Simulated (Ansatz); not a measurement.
## Fields on a plane of Ni (hcp, Mg type)

```xyz
2
Lattice="2.4460 0.0000 0.0000 -1.2230 2.1183 0.0000 0.0000 0.0000 4.0695" Properties=species:S:1:pos:R:3 pbc="T T T"
Ni     0.0000     1.4122     1.0174
Ni     1.2230     0.7061     3.0521
```

The slice is a (0001) plane (indices of the conventional cell) through the point (0.667, 0.333, 0.750) (fractional), spanned by u = [110] and v = [1 -1 0] in vectors of this cell: u (2.45 Å) and v (4.24 Å, at 90° to u). It covers one period; positions are fractions (u, v).

Atoms on it: Ni at (0.00, 0.00); Ni at (0.50, 0.50).

Computed with r2SCAN (plane waves to 500 eV, PAW, scalar-relativistic; Ansatz, a program for electronic structure). k mesh 22×22×12. These are valence fields of a PAW run, semicore shells included where kept as valence: close to a nucleus they are smooth pseudo fields. Ni was relaxed with its symmetry unable to fall. Relaxed Ni ends ferromagnetic. This is one of several known forms of Ni; the measured ambient cells at hand have space group No. 225. Other magnetic orders were not checked, so this need not be the ground state.

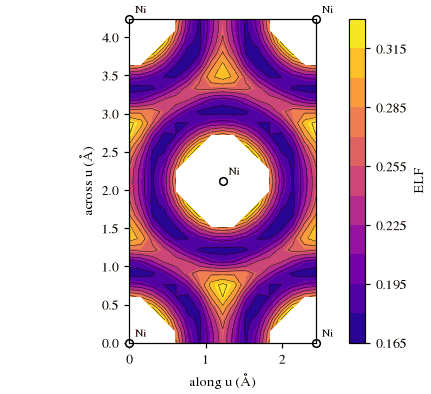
*Electron localisation function (ELF), one period of the plane, atoms marked. Points within 0.5 Å of a nucleus are left white, as the pseudised field means little there.*

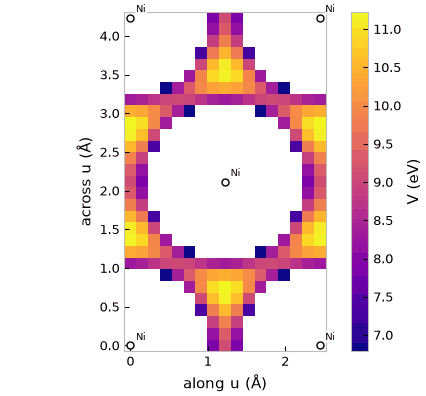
Fig. 1. Electrostatic potential energy of an electron, from the cell's mean, in eV, one period of the plane, atoms marked. Points within 1 Å of a nucleus are left white, as the pseudised field means little there. The zero, the cell's mean, hangs on the PAW cores.

The density on the Ni–Ni line (2.45 Å) at its midpoint is 0.34 e/Å³ and the ELF at that point is 0.25.
